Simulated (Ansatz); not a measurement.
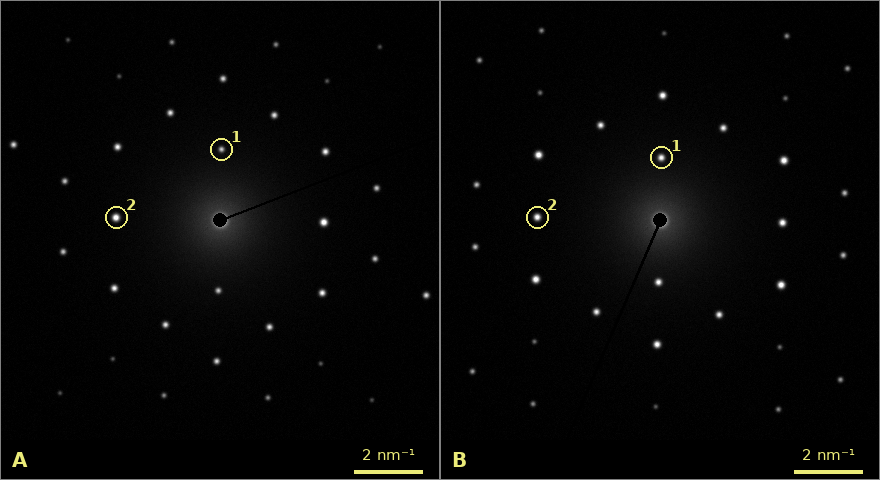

Kinematic electron diffraction patterns (200 kV, B = 0.5 Å², same scale) along [100] of the run's own cell, for the start and the end of one relaxation of RbCl2 with DFT PBE, scalar-relativistic, plane waves, PAW in Ansatz 0.2.0. k mesh 8×8×8. The start is a generated model structure, and the relaxation ends in the nearest stationary point of its symmetry, not necessarily the ground state. Spot 1 is 0 0 -1 and spot 2 is 0 2 -1 in both.

Start structure:

```
CELL_PARAMETERS angstrom
-3.83796 3.83796 3.19472
3.83796 -3.83796 3.19472
3.83796 3.83796 -3.19472
ATOMIC_POSITIONS crystal
Rb 0.25000 0.25000 0.00000
Rb 0.75000 0.75000 0.00000
Cl 0.66700 0.16700 0.83400
Cl 0.16700 0.33300 0.50000
Cl 0.33300 0.83300 0.16600
Cl 0.83300 0.66700 0.50000
```

### Which pattern belongs to the start structure, and which to the relaxed one?

B is the start: its cell gives d(1) = 5.428 Å, d(2) = 2.753 Å and an angle of 90.0°. A is the relaxed structure, with d(1) = 4.782 Å (-11.9 %), d(2) = 3.249 Å (+18.0 %) and 90.0°.

### Name reflections whose intensity changes strongly on relaxation.

0 1 -3 comes into sight; 0 0 1 goes from 58 to 20 % of the strongest spot; 0 0 2 goes from 76 to 29 % of the strongest spot; 0 2 -2 goes from 100 to 50 % of the strongest spot.

### What did the relaxation do to the structure and the energy?

The volume changed by +7.6 % to 33.75 Å³ an atom; with the mean shift removed, the atoms moved by up to 0.26 Å relative to the cell (Cl most); the space group stayed I4/mcm (No. 140); the free energy fell by 260 meV an atom. Relaxed cell: a = 6.517 Å, b = 6.517 Å, c = 6.517 Å, α = 117.49°, β = 117.49°, γ = 94.40°.
